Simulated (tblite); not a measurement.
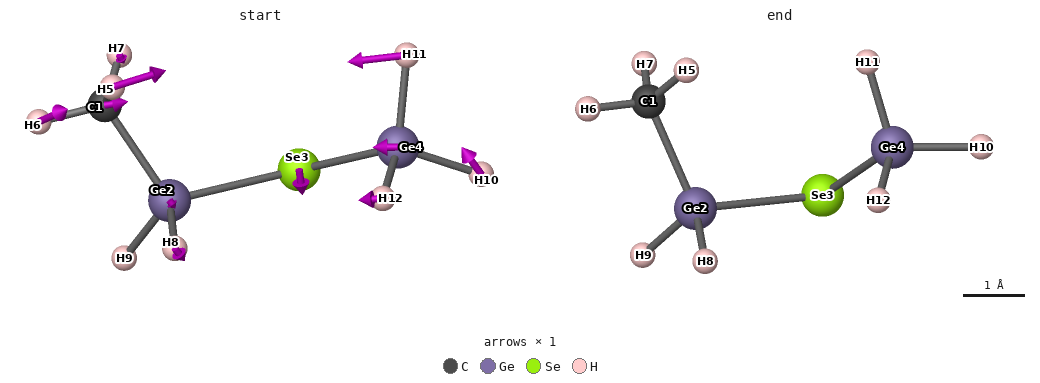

The structure of CH8Ge2Se before (left) and after (right) a relaxation, at one scale. The purple arrows give the displacements, at their true length.

A ball-and-stick model, seen at a tilt.

All numbers below come from GFN2-xTB geometry optimisation, gas phase in tblite. 

Question: What changed between the two?

Answer: The energy falls by 0.326 eV in 114 geometry steps. H11 moves most after the best rigid fit: 0.98 Å. Largest moves by element: H 0.98 Å, Se 0.49 Å, Ge 0.42 Å, C 0.40 Å. Among the contacts that change: Ge4–H12 1.571 → 1.505 Å, Ge2–H8 1.574 → 1.516 Å, Ge4–H10 1.554 → 1.498 Å, C1–Ge2 1.923 → 1.973 Å. Among the angles between lasting bonds that change: Ge2–Se3–Ge4 114.1° → 96.1°, C1–Ge2–H8 106.7° → 111.1°, H5–C1–H7 112.8° → 108.4°. Groups turn about C1–Ge2 by about 30°, Se3–Ge4 by about 20°, Ge2–Se3 by about 20°.
